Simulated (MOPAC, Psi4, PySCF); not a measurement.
Approach curve of the dimer HCl ··· H3ClSi (SMILES Cl and [SiH3]Cl). Monomers: optimised at B3LYP-D3(BJ) (def2-TZVP), held rigid. Orientation: a random orientation, not optimised. The monomers approach along the line of their centres of mass (distance R); nothing else relaxes.

Geometry at R = 4.32 Å (first 2 atoms: monomer A):
```
7

Cl     0.6410     0.0000     0.0000
H     -0.6410     0.0000     0.0000
Si    -2.6949    -1.2096    -3.2281
Cl    -3.0384     0.3269    -1.8899
H     -1.3010    -1.1132    -3.7034
H     -3.6353    -1.0662    -4.3565
H     -2.9150    -2.4931    -2.5335
```

- PBE-D3(BJ)/def2-TZVP, counterpoise-corrected (Psi4)
- PM3, restricted, heats of formation (MOPAC)
- RMP2/6-31G* = PySCF with restricted MP2 (frozen core)/6-31G*, spherical d, no counterpoise correction
- PM6, restricted, heats of formation (MOPAC)
- M06-2X/def2-TZVP, counterpoise-corrected (Psi4)

Interaction energies in kJ/mol (negative: bound); R is the distance of the centres of mass, d the H2···Cl4 distance.

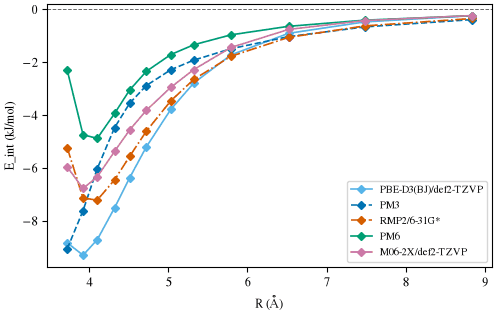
Figure. Interaction energy against separation.

```json
[
 {"R / Å": "3.72", "d / Å": "2.49", "PBE-D3(BJ)/def2-TZVP": "-8.83", "PM3": "-9.06", "RMP2/6-31G*": "-5.23", "PM6": "-2.30", "M06-2X/def2-TZVP": "-5.96"},
 {"R / Å": "3.92", "d / Å": "2.68", "PBE-D3(BJ)/def2-TZVP": "-9.30", "PM3": "-7.62", "RMP2/6-31G*": "-7.14", "PM6": "-4.74", "M06-2X/def2-TZVP": "-6.78"},
 {"R / Å": "4.10", "d / Å": "2.86", "PBE-D3(BJ)/def2-TZVP": "-8.71", "PM3": "-6.03", "RMP2/6-31G*": "-7.22", "PM6": "-4.89", "M06-2X/def2-TZVP": "-6.34"},
 {"R / Å": "4.32", "d / Å": "3.07", "PBE-D3(BJ)/def2-TZVP": "-7.50", "PM3": "-4.47", "RMP2/6-31G*": "-6.45", "PM6": "-3.94", "M06-2X/def2-TZVP": "-5.37"},
 {"R / Å": "4.51", "d / Å": "3.26", "PBE-D3(BJ)/def2-TZVP": "-6.37", "PM3": "-3.55", "RMP2/6-31G*": "-5.56", "PM6": "-3.05", "M06-2X/def2-TZVP": "-4.56"},
 {"R / Å": "4.72", "d / Å": "3.46", "PBE-D3(BJ)/def2-TZVP": "-5.21", "PM3": "-2.89", "RMP2/6-31G*": "-4.62", "PM6": "-2.35", "M06-2X/def2-TZVP": "-3.82"},
 {"R / Å": "5.03", "d / Å": "3.77", "PBE-D3(BJ)/def2-TZVP": "-3.79", "PM3": "-2.29", "RMP2/6-31G*": "-3.46", "PM6": "-1.71", "M06-2X/def2-TZVP": "-2.95"},
 {"R / Å": "5.32", "d / Å": "4.05", "PBE-D3(BJ)/def2-TZVP": "-2.79", "PM3": "-1.92", "RMP2/6-31G*": "-2.66", "PM6": "-1.34", "M06-2X/def2-TZVP": "-2.28"},
 {"R / Å": "5.79", "d / Å": "4.52", "PBE-D3(BJ)/def2-TZVP": "-1.73", "PM3": "-1.49", "RMP2/6-31G*": "-1.78", "PM6": "-0.97", "M06-2X/def2-TZVP": "-1.45"},
 {"R / Å": "6.52", "d / Å": "5.24", "PBE-D3(BJ)/def2-TZVP": "-0.91", "PM3": "-1.03", "RMP2/6-31G*": "-1.06", "PM6": "-0.64", "M06-2X/def2-TZVP": "-0.76"},
 {"R / Å": "7.48", "d / Å": "6.20", "PBE-D3(BJ)/def2-TZVP": "-0.48", "PM3": "-0.67", "RMP2/6-31G*": "-0.63", "PM6": "-0.41", "M06-2X/def2-TZVP": "-0.43"},
 {"R / Å": "8.84", "d / Å": "7.55", "PBE-D3(BJ)/def2-TZVP": "-0.24", "PM3": "-0.39", "RMP2/6-31G*": "-0.35", "PM6": "-0.24", "M06-2X/def2-TZVP": "-0.24"}
]
```

Lowest grid point: PBE-D3(BJ)/def2-TZVP -9.30 kJ/mol at R = 3.92 Å; PM3 -9.06 kJ/mol at R = 3.72 Å; RMP2/6-31G* -7.22 kJ/mol at R = 4.10 Å; PM6 -4.89 kJ/mol at R = 4.10 Å; M06-2X/def2-TZVP -6.78 kJ/mol at R = 3.92 Å.
